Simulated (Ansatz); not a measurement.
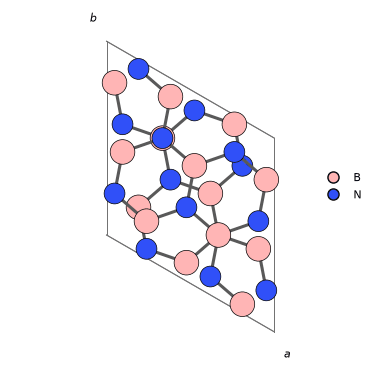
The relaxed cell of a stack of sheets

Level of theory: PBE+D3(BJ) (plane waves to 420 eV, PAW; Ansatz, a quantum-chemistry and plane-wave program). Scalar-relativistic, without spin–orbit coupling; PBE gaps are too small against experiment. Its k-point mesh 6×6×1, Fermi–Dirac width 0.01 eV. A dipole correction is on.

**Question.** Which stack is drawn? Give its spacing, binding and gap.

**Answer.** This is not unique; one that fits is 2 layers of hBN, twisted by 21.8°.
- gap between facing atomic planes: 3.46 Å
- step of the vacuum level across the stack (top less bottom): 0.00 eV
- interaction energy of the frozen layers: -15.7 meV/Å²
- interaction energy without the D3 term at this geometry: +3.3 meV/Å²
- PBE gap over the mesh and listed points off it: 4.47 eV
- valence and conduction edges under the vacuum level of the lower face: 5.84 and 1.36 eV
